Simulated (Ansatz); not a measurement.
**C3H4F (charge -1): rotation by 180° about the C1–C2 bond**

How high is the barrier for the rotation by 180° about the C1–C2 bond? Relax the two ends, then run a nudged elastic band between them. SMILES of the start: C=C([CH2-])F.

All numbers below are computed with Ansatz 0.2.0 (RHF/def2-SVP).

### 1 The structure to begin with

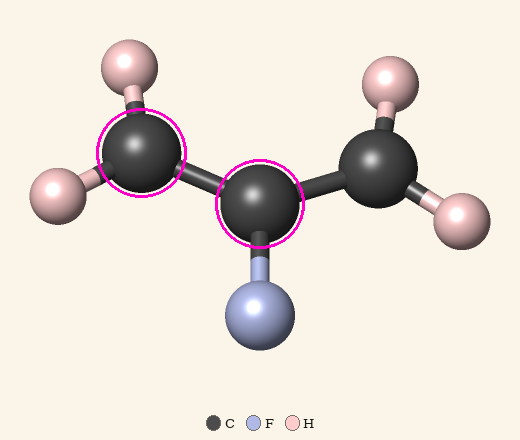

Start, viewed from a chosen angle; carbon dark grey, fluorine light blue, hydrogen pink. Ringed: C1, C2.

Coordinates:

```xyz
8

C    -0.8591    0.8037    0.4767
C    -0.2165   -0.2328   -0.1443
C     1.1075   -0.5305   -0.3212
F    -1.0931   -1.1789   -0.7240
H    -1.9349    0.8660    0.5042
H    -0.2959    1.5871    0.9575
H     1.4205   -1.4237   -0.8373
H     1.8716    0.1091    0.0884
```

### 2 End point A

The input, input.yaml:

```yaml
crystal:
  periodic: [false, false, false]
  atoms:
    - { symbol: C, position_ang: [-0.85911, 0.80375, 0.47671] }
    - { symbol: C, position_ang: [-0.21653, -0.23284, -0.14427] }
    - { symbol: C, position_ang: [1.10747, -0.53054, -0.32124] }
    - { symbol: F, position_ang: [-1.09307, -1.17886, -0.724] }
    - { symbol: H, position_ang: [-1.93495, 0.86598, 0.50423] }
    - { symbol: H, position_ang: [-0.29594, 1.58705, 0.95747] }
    - { symbol: H, position_ang: [1.42053, -1.42368, -0.83725] }
    - { symbol: H, position_ang: [1.8716, 0.10915, 0.08836] }
total_charge: -1
basis:
  gaussian: { orbitals: def2-SVP }
hamiltonian:
  xc: hf
relax:
  f_tol: 0.015
  max_steps: 40
```

On the command line:

```console
> ansatz run input.yaml --threads 1 --pin off --max-ram 2048MiB --backend cpu --events-out ev --progress --plain --runs-dir out
```

Standard output, cut to the lines that bear on the results:

```text
Warning: RAYON_NUM_THREADS=1 ignored (pool sized by the plan → 1); use --threads N
[...]
Functional definition: HF
[...]
861 factors; integrals over basis functions are off by at most 3.5e-4 eV
[...]
mean field -5853.54735223 eV, -215.1138975176 hartree, gradient 2.4e-5 eV, S^2 0.000000; 0 other end points of the search recorded, 0 dependent functions left out
[...]
reference -5853.54735223 eV, -215.1138975176 hartree; 16, 16 occupied and 60, 60 virtual orbitals, 861 factors
relax step   1: F+E_penalty+E_count = -5853.54735223 eV  Δ(F+E_penalty+E_count) = +0.000e0 eV  max|allowed force component| = 1.105e0 eV/Å  Δτ_max = 0.0000 Å  (25 SCF iters, accepted)
[...]
relax step   4: F+E_penalty+E_count = -5853.60619412 eV  Δ(F+E_penalty+E_count) = -4.093e-3 eV  max|allowed force component| = 3.076e-2 eV/Å  Δτ_max = 0.0161 Å  (23 SCF iters, accepted)
[...]
relax step   5: F+E_penalty+E_count = -5853.60621636 eV  Δ(F+E_penalty+E_count) = -2.224e-5 eV  max|allowed force component| = 2.566e-3 eV/Å  Δτ_max = 0.0023 Å  (24 SCF iters, accepted)
861 factors; integrals over basis functions are off by at most 3.6e-4 eV
[...]
mean field -5853.60621636 eV, -215.1160607344 hartree, gradient 2.0e-5 eV, S^2 0.000000; 1 other end points of the search recorded, 0 dependent functions left out
[...]
reference -5853.60621636 eV, -215.1160607344 hartree; 16, 16 occupied and 60, 60 virtual orbitals, 861 factors
Total energy: -5853.60621636 eV, -215.1160607344 hartree
Atom 0 at    -0.871789     0.811459     0.482174 Å, force    -0.002566    -0.000880    -0.000468 eV/Å
Atom 1 at    -0.209147    -0.225414    -0.138406 Å, force     0.000568     0.000032    -0.000496 eV/Å
Atom 2 at     1.119455    -0.544388    -0.318419 Å, force    -0.000513    -0.002532    -0.000914 eV/Å
Atom 3 at    -1.055226    -1.137505    -0.698281 Å, force    -0.000939    -0.000363    -0.000182 eV/Å
Atom 4 at    -1.953963     0.837312     0.484210 Å, force     0.001209    -0.000284     0.000064 eV/Å
Atom 5 at    -0.318514     1.605662     0.967834 Å, force     0.000763     0.001780     0.000860 eV/Å
Atom 6 at     1.391521    -1.443563    -0.856226 Å, force    -0.000312     0.001108     0.000406 eV/Å
Atom 7 at     1.897663     0.096447     0.077124 Å, force     0.001791     0.001138     0.000730 eV/Å
Dipole moment:    -0.148920    -0.160587    -0.098377 e Å
```

Run time: 5.8 s. Hardware: 1 thread of Arm Neoverse V1, shared host; peak memory 0.12 GiB.

Step by step:

```tsv
step	energy from step 1 (eV)	largest force component (eV/Å)
1	0.0000	1.1053
2	-0.0472	0.6037
3	-0.0548	0.3590
4	-0.0588	0.0308
5	-0.0589	0.0026
```

Step 1 is the start.

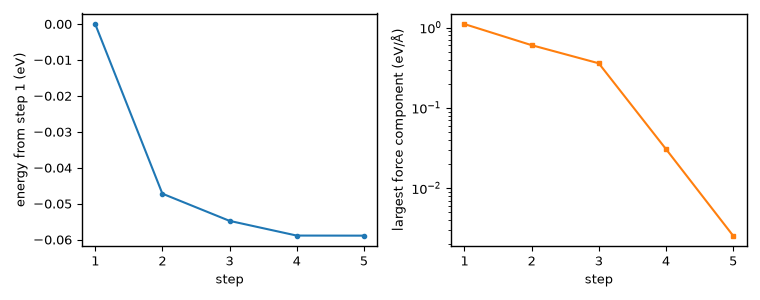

Energy and largest force along the relaxation.

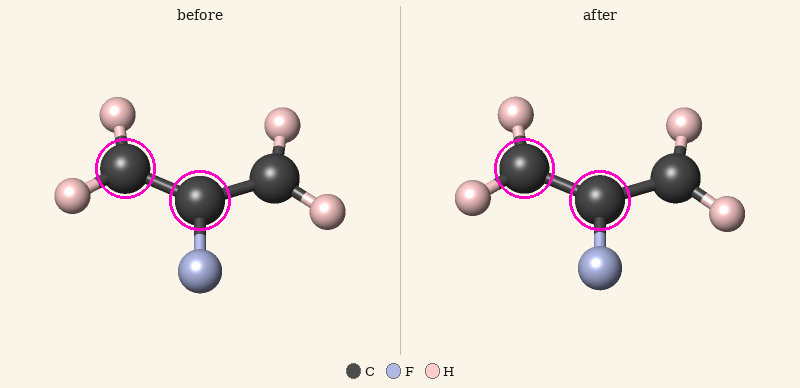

Before and after, at one scale.

After: Bond lengths: C1–C2 1.378 Å, C2–C3 1.378 Å, C2–F4 1.364 Å, C1–H5 1.082 Å, C1–H6 1.083 Å, C3–H7 1.082 Å, C3–H8 1.083 Å. Angles: C1–C2–C3 134.1°, C1–C2–F4 112.9°, C3–C2–F4 112.9°, C2–C1–H5 120.0°, C2–C1–H6 120.5°, H5–C1–H6 119.5°, C2–C3–H7 120.0°, C2–C3–H8 120.5°, H7–C3–H8 119.5°.

### 3 End point B

The second end starts from a geometry with the move made by hand.

The input, input.yaml:

```yaml
crystal:
  periodic: [false, false, false]
  atoms:
    - { symbol: C, position_ang: [-0.85911, 0.80375, 0.47671] }
    - { symbol: C, position_ang: [-0.21653, -0.23284, -0.14427] }
    - { symbol: C, position_ang: [-0.66964, -1.34003, -0.80891] }
    - { symbol: F, position_ang: [1.1934, -0.14727, -0.08] }
    - { symbol: H, position_ang: [-1.93495, 0.86598, 0.50423] }
    - { symbol: H, position_ang: [-0.29594, 1.58705, 0.95747] }
    - { symbol: H, position_ang: [0.01042, -2.04896, -1.25264] }
    - { symbol: H, position_ang: [-1.72637, -1.50772, -0.93575] }
total_charge: -1
basis:
  gaussian: { orbitals: def2-SVP }
hamiltonian:
  xc: hf
relax:
  f_tol: 0.015
  max_steps: 40
```

On the command line:

```console
> ansatz run input.yaml --threads 1 --pin off --max-ram 2048MiB --backend cpu --events-out ev --progress --plain --runs-dir out
```

Standard output, cut to the lines that bear on the results:

```text
Warning: RAYON_NUM_THREADS=1 ignored (pool sized by the plan → 1); use --threads N
[...]
[... 1 set-up line as earlier in the session ...]
[...]
861 factors; integrals over basis functions are off by at most 3.4e-4 eV
[...]
mean field -5853.54655058 eV, -215.1138680574 hartree, gradient 2.4e-5 eV, S^2 0.000000; 0 other end points of the search recorded, 0 dependent functions left out
[...]
reference -5853.54655058 eV, -215.1138680574 hartree; 16, 16 occupied and 60, 60 virtual orbitals, 861 factors
relax step   1: F+E_penalty+E_count = -5853.54655058 eV  Δ(F+E_penalty+E_count) = +0.000e0 eV  max|allowed force component| = 1.669e0 eV/Å  Δτ_max = 0.0000 Å  (25 SCF iters, accepted)
[...]
relax step   4: F+E_penalty+E_count = -5853.60619259 eV  Δ(F+E_penalty+E_count) = -4.163e-3 eV  max|allowed force component| = 3.126e-2 eV/Å  Δτ_max = 0.0163 Å  (23 SCF iters, accepted)
[...]
reference -5853.60621617 eV, -215.1160607274 hartree; 16, 16 occupied and 60, 60 virtual orbitals, 861 factors
Total energy: -5853.60621617 eV, -215.1160607274 hartree
Atom 0 at    -0.853695     0.819130     0.485958 Å, force     0.001634     0.002115     0.001303 eV/Å
Atom 1 at    -0.226201    -0.232964    -0.145415 Å, force     0.000988    -0.000155     0.000297 eV/Å
Atom 2 at    -0.669338    -1.347359    -0.824411 Å, force     0.001803    -0.001634    -0.001482 eV/Å
Atom 3 at     1.134451    -0.153828    -0.084823 Å, force     0.000334     0.000036     0.000018 eV/Å
Atom 4 at    -1.934619     0.879524     0.512562 Å, force    -0.001799    -0.000570    -0.000118 eV/Å
Atom 5 at    -0.264838     1.592114     0.962921 Å, force    -0.000538    -0.000275    -0.000450 eV/Å
Atom 6 at     0.044904    -2.044500    -1.243463 Å, force    -0.000588     0.000278     0.000411 eV/Å
Atom 7 at    -1.729385    -1.532157    -0.946489 Å, force    -0.001834     0.000204     0.000022 eV/Å
Dipole moment:     0.239353     0.013972     0.010575 e Å
```

Run time: 5.8 s. Hardware: 1 thread of Arm Neoverse V1, shared host; peak memory 0.13 GiB.

Relaxation path:

```tsv
step	energy from step 1 (eV)	largest force component (eV/Å)
1	0.0000	1.6694
2	-0.0487	0.8002
3	-0.0555	0.3243
4	-0.0596	0.0313
5	-0.0597	0.0021
```

Step 1 is the start.

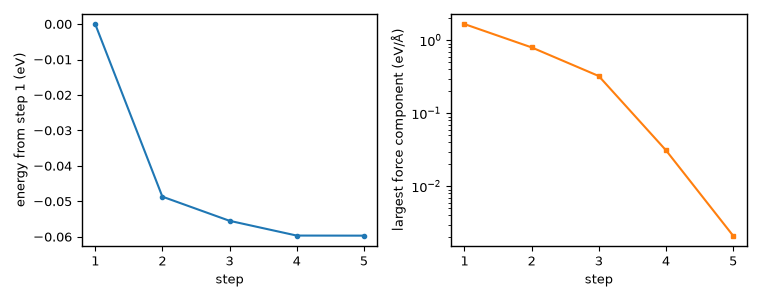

Energy and largest force along the relaxation.

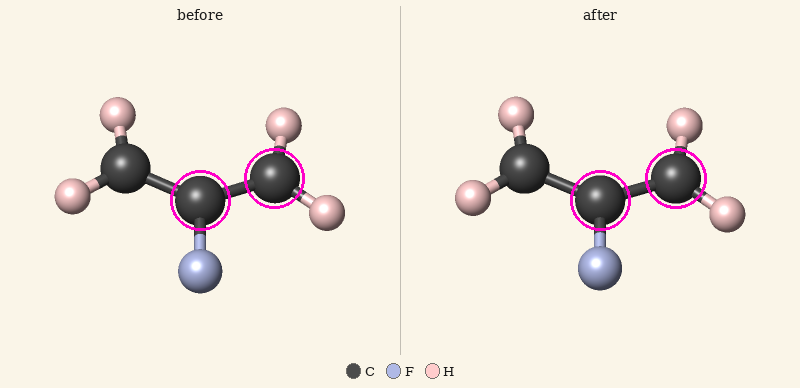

The structure before (left) and after (right), drawn at the same scale.

After: Bond lengths: C1–C2 1.378 Å, C2–C3 1.378 Å, C2–F4 1.364 Å, C1–H5 1.083 Å, C1–H6 1.082 Å, C3–H7 1.082 Å, C3–H8 1.083 Å. Angles: C1–C2–C3 134.2°, C1–C2–F4 112.9°, C3–C2–F4 112.9°, C2–C1–H5 120.6°, C2–C1–H6 120.0°, H5–C1–H6 119.5°, C2–C3–H7 120.0°, C2–C3–H8 120.5°, H7–C3–H8 119.5°.

### 4 The band

crystal.atoms is end A as relaxed above, and neb.final_atoms is end B, turned to lie on A. With 5 inner images the band has 7 in all. The start path is listed, through a guess of the saddle.

The input, input.yaml:

```yaml
crystal:
  periodic: [false, false, false]
  atoms:
    - { symbol: C, position_ang: [-0.871789, 0.811459, 0.482174] }
    - { symbol: C, position_ang: [-0.209147, -0.225414, -0.138406] }
    - { symbol: C, position_ang: [1.119455, -0.544388, -0.318419] }
    - { symbol: F, position_ang: [-1.055226, -1.137505, -0.698281] }
    - { symbol: H, position_ang: [-1.953963, 0.837312, 0.48421] }
    - { symbol: H, position_ang: [-0.318514, 1.605662, 0.967834] }
    - { symbol: H, position_ang: [1.391521, -1.443563, -0.856226] }
    - { symbol: H, position_ang: [1.897663, 0.096447, 0.077124] }
total_charge: -1
basis:
  gaussian: { orbitals: def2-SVP }
hamiltonian:
  xc: hf
neb:
  order_check: false
  images: 5
  f_tol: 0.05
  max_iterations: 60
  final_atoms:
    - { symbol: C, position_ang: [-0.87184, 0.81141605, 0.48224857] }
    - { symbol: C, position_ang: [-0.20901752, -0.22530673, -0.13835969] }
    - { symbol: C, position_ang: [1.11954853, -0.54435235, -0.31837167] }
    - { symbol: F, position_ang: [-1.05510261, -1.13735298, -0.69837704] }
    - { symbol: H, position_ang: [-0.31896501, 1.60578129, 0.96811378] }
    - { symbol: H, position_ang: [-1.95400851, 0.83709385, 0.48383215] }
    - { symbol: H, position_ang: [1.39143142, -1.44357181, -0.85617819] }
    - { symbol: H, position_ang: [1.8979537, 0.09630269, 0.07710209] }
  initial_path:
    images:
      - { positions_ang: [[-0.871789, 0.811459, 0.482174], [-0.209147, -0.225414, -0.138406], [1.119455, -0.544388, -0.318419], [-1.055226, -1.137505, -0.698281], [-1.953963, 0.837312, 0.48421], [-0.318514, 1.605662, 0.967834], [1.391521, -1.443563, -0.856226], [1.897663, 0.096447, 0.077124]] }
      - { positions_ang: [[-0.86570104, 0.81052511, 0.48067433], [-0.20762328, -0.20731612, -0.16684155], [1.11055215, -0.56521206, -0.28705919], [-1.04897593, -1.04667535, -0.8430069], [-1.74626258, 0.75986806, 0.7969791], [-0.5122557, 1.67562355, 0.67713019], [1.39884037, -1.43639631, -0.85497583], [1.87142601, 0.00959312, 0.19710985]] }
      - { positions_ang: [[-0.85961307, 0.80959122, 0.47917466], [-0.20609957, -0.18921823, -0.19527709], [1.1016493, -0.58603612, -0.25569938], [-1.04272585, -0.9558457, -0.98773281], [-1.53856215, 0.68242412, 1.1097482], [-0.70599741, 1.7455851, 0.38642637], [1.40615975, -1.42922962, -0.85372565], [1.84518902, -0.07726077, 0.3170957]] }
      - { positions_ang: [[-0.85352511, 0.80865733, 0.47767499], [-0.20457585, -0.17112035, -0.22371264], [1.09274645, -0.60686018, -0.22433958], [-1.03647578, -0.86501605, -1.13245871], [-1.33086173, 0.60498017, 1.42251731], [-0.89973911, 1.81554666, 0.09572256], [1.41347912, -1.42206293, -0.85247548], [1.81895203, -0.16411465, 0.43708156]] }
      - { positions_ang: [[-0.85963007, 0.8095769, 0.47919952], [-0.20605641, -0.18918248, -0.19526166], [1.10168047, -0.58602424, -0.25568361], [-1.04268472, -0.95579503, -0.98776482], [-0.99356283, 0.93858055, 1.27104946], [-1.25116225, 1.48939572, 0.22509242], [1.40612989, -1.42923256, -0.85370972], [1.84528592, -0.07730887, 0.3170884]] }
      - { positions_ang: [[-0.86573504, 0.81049647, 0.48072404], [-0.20753697, -0.20724461, -0.16681067], [1.1106145, -0.56518829, -0.28702764], [-1.04889367, -1.046574, -0.84307093], [-0.65626392, 1.27218092, 1.11958162], [-1.60258538, 1.16324478, 0.35446228], [1.39878065, -1.43640218, -0.85494396], [1.87161981, 0.00949691, 0.19709524]] }
      - { positions_ang: [[-0.87184, 0.81141605, 0.48224857], [-0.20901752, -0.22530673, -0.13835969], [1.11954853, -0.54435235, -0.31837167], [-1.05510261, -1.13735298, -0.69837704], [-0.31896501, 1.60578129, 0.96811378], [-1.95400851, 0.83709385, 0.48383215], [1.39143142, -1.44357181, -0.85617819], [1.8979537, 0.09630269, 0.07710209]] }
```

On the command line:

```console
> ansatz run input.yaml --threads 1 --pin off --max-ram 2048MiB --backend cpu --events-out ev --progress --plain --runs-dir out
```

Standard output, cut to the lines that bear on the results:

```text
Warning: RAYON_NUM_THREADS=1 ignored (pool sized by the plan → 1); use --threads N
[...]
[... 1 set-up line as earlier in the session ...]
[...]
861 factors; integrals over basis functions are off by at most 3.6e-4 eV
[...]
mean field -5853.60621588 eV, -215.1160607170 hartree, gradient 2.0e-5 eV, S^2 0.000000; 0 other end points of the search recorded, 0 dependent functions left out
[...]
reference -5853.60621588 eV, -215.1160607170 hartree; 16, 16 occupied and 60, 60 virtual orbitals, 861 factors
861 factors; integrals over basis functions are off by at most 6.6e-4 eV
[...]
mean field -5853.60621360 eV, -215.1160606328 hartree, gradient 2.0e-5 eV, S^2 0.000000; 0 other end points of the search recorded, 0 dependent functions left out
[...]
reference -5853.60621360 eV, -215.1160606328 hartree; 16, 16 occupied and 60, 60 virtual orbitals, 861 factors
[...]
NEB iter   9: max|band force component| = 3.930e-2 eV/Å  barrier→ = 0.7072 eV  barrier← = 0.7072 eV  CI = image 3  Δτ_max = 0.0000 Å  (276 SCF iters)
Total energy: -5852.89900935 eV, -215.0900713561 hartree
Atom 0 at    -0.633265     0.960725     0.682773 Å, force    -0.000681     0.002411    -0.003662 eV/Å
Atom 1 at    -0.118881    -0.125906    -0.154135 Å, force     0.001864    -0.004595     0.000914 eV/Å
Atom 2 at     1.108839    -0.638237    -0.233629 Å, force    -0.013144     0.009553     0.004437 eV/Å
Atom 3 at    -1.007160    -0.754418    -1.016884 Å, force     0.000166    -0.000384     0.000956 eV/Å
Atom 4 at    -1.490360     0.543579     1.248789 Å, force     0.002100    -0.000263    -0.001170 eV/Å
Atom 5 at    -1.088929     1.699838    -0.006504 Å, force    -0.000027    -0.000220     0.001883 eV/Å
Atom 6 at     1.339891    -1.454903    -0.910752 Å, force     0.004978    -0.003258    -0.004683 eV/Å
Atom 7 at     1.889866    -0.230668     0.390352 Å, force     0.004743    -0.003243     0.001324 eV/Å
Dipole moment:     0.110928    -0.639439    -0.553589 e Å
this run last wrote the band of iteration 9 to <dir>
```

Run time: 45 s. Hardware: 1 thread of Arm Neoverse V1, shared host; peak memory 0.13 GiB.

### 5 Images and barrier

Images 0 and 6 are the ends. Energies count from image 0; the path length is the program's own measure over all atoms.

```tsv
image	path (Å)	energy (eV)	dihedral H5–C1–C2–F4 (°)	band force (eV/Å)
0	0.000	0.0000	0	-
1	0.657	0.1604	19	0.010
2	1.314	0.5776	27	0.030
3*	1.971	0.7072	56	0.013
4	2.628	0.5779	94	0.029
5	3.284	0.1622	148	0.039
6	3.941	0.0000	-180	-
```

The star marks the climbing image.

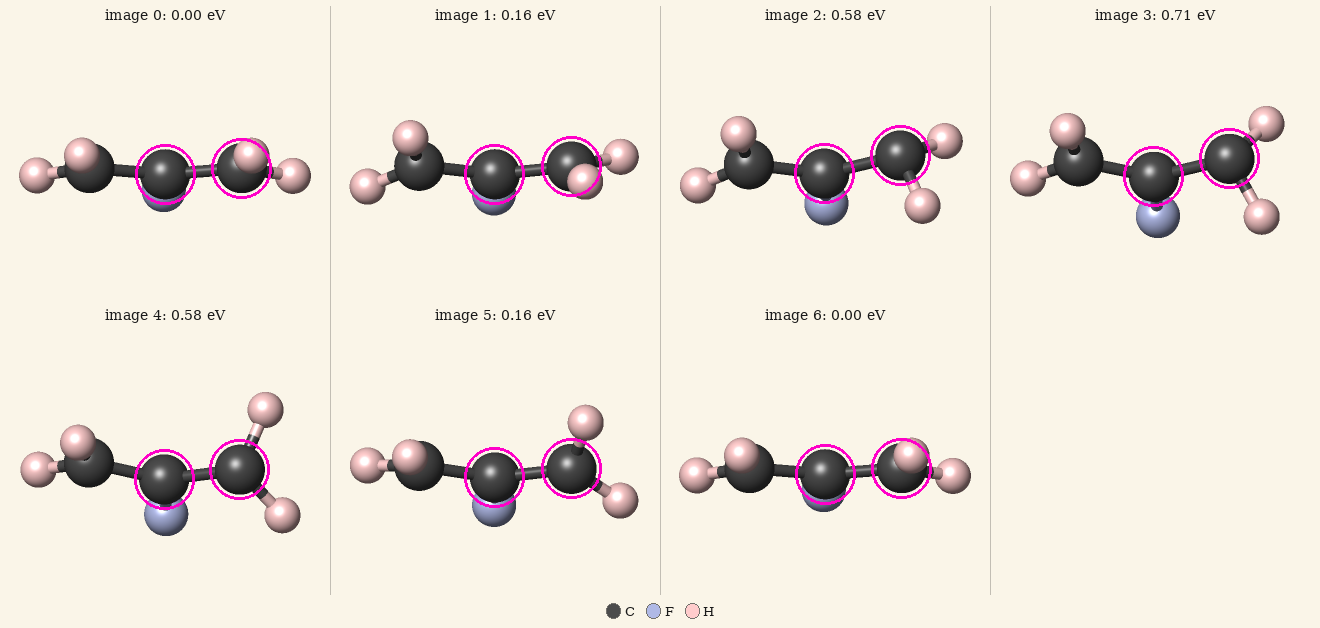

Snapshots along the band, viewed from a free direction. Ringed: C1, C2. Sticks join atoms closer than a bonding distance in each image.

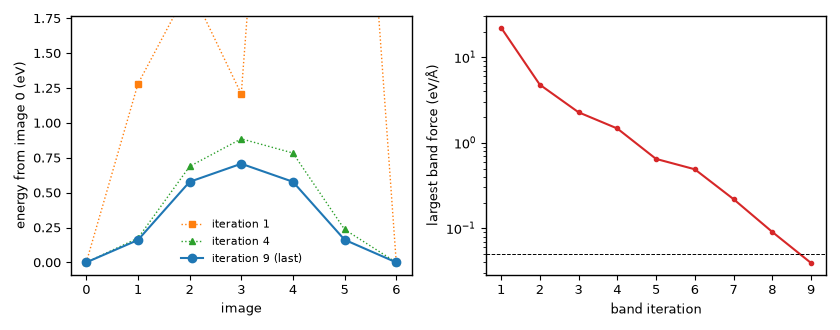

Left: energy of each image for early iterations and the last one (lines only join the points; early values far above the last band run off the scale). Right: the largest band force by iteration, with the threshold dashed.

How the highest energy settled:

```tsv
iteration	highest image above image 0 (eV)	largest band force (eV/Å)
1	6.1197	22.254
2	1.6349	4.783
3	1.0665	2.273
4	0.8859	1.469
5	0.7282	0.647
6	0.7174	0.490
7	0.7086	0.219
8	0.7072	0.091
9	0.7072	0.039
```

The band as a trajectory file:

```xyz
8
image=0 dE=0.0000
C    -0.872    0.811    0.482
C    -0.209   -0.225   -0.138
C     1.119   -0.544   -0.318
F    -1.055   -1.138   -0.698
H    -1.954    0.837    0.484
H    -0.319    1.606    0.968
H     1.392   -1.444   -0.856
H     1.898    0.096    0.077
8
image=1 dE=0.1604
C    -0.850    0.818    0.511
C    -0.196   -0.215   -0.136
C     1.120   -0.569   -0.287
F    -1.053   -1.100   -0.743
H    -1.895    0.691    0.763
H    -0.415    1.802    0.590
H     1.399   -1.326   -1.011
H     1.890   -0.102    0.313
8
image=2 dE=0.5776
C    -0.718    0.850    0.708
C    -0.153   -0.185   -0.116
C     1.116   -0.596   -0.272
F    -1.042   -0.942   -0.861
H    -1.745    0.589    0.987
H    -0.722    1.821    0.197
H     1.374   -1.357   -1.000
H     1.891   -0.181    0.356
8
image=3 dE=0.7072
C    -0.633    0.961    0.683
C    -0.119   -0.126   -0.154
C     1.109   -0.638   -0.234
F    -1.007   -0.754   -1.017
H    -1.490    0.544    1.249
H    -1.089    1.700   -0.007
H     1.340   -1.455   -0.911
H     1.890   -0.231    0.390
8
image=4 dE=0.5779
C    -0.675    1.012    0.513
C    -0.136   -0.118   -0.196
C     1.110   -0.618   -0.247
F    -1.012   -0.819   -1.007
H    -1.002    0.740    1.525
H    -1.528    1.426   -0.039
H     1.325   -1.537   -0.783
H     1.918   -0.086    0.234
8
image=5 dE=0.1622
C    -0.845    0.843    0.479
C    -0.192   -0.182   -0.180
C     1.119   -0.571   -0.289
F    -1.040   -0.983   -0.905
H    -0.491    1.219    1.427
H    -1.834    1.128    0.140
H     1.367   -1.538   -0.712
H     1.916    0.083    0.040
8
image=6 dE=0.0000
C    -0.872    0.811    0.482
C    -0.209   -0.225   -0.138
C     1.120   -0.544   -0.318
F    -1.055   -1.137   -0.698
H    -0.319    1.606    0.968
H    -1.954    0.837    0.484
H     1.391   -1.444   -0.856
H     1.898    0.096    0.077
```

[end of part 1 of 2]
